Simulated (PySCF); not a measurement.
HBrF2Si, SMILES F[SiH](F)Br at its CAM-B3LYP/def2-SVP optimised geometry (Å):

```
5

Si    -0.4433    -0.6591     0.0000
F     -0.9153    -1.3749     1.3524
F      1.1579    -0.6591     0.0000
Br    -1.1579     1.4081     0.0000
H     -0.9395    -1.4081    -1.1589
```

Level of theory: CAM-B3LYP/def2-TZVP (PySCF).

Map of the electron localisation function on the plane z = 0.6 Å:

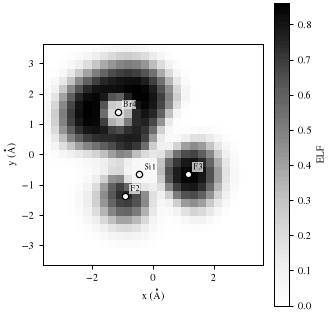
Electron localisation function on the plane z = 0.6 Å.
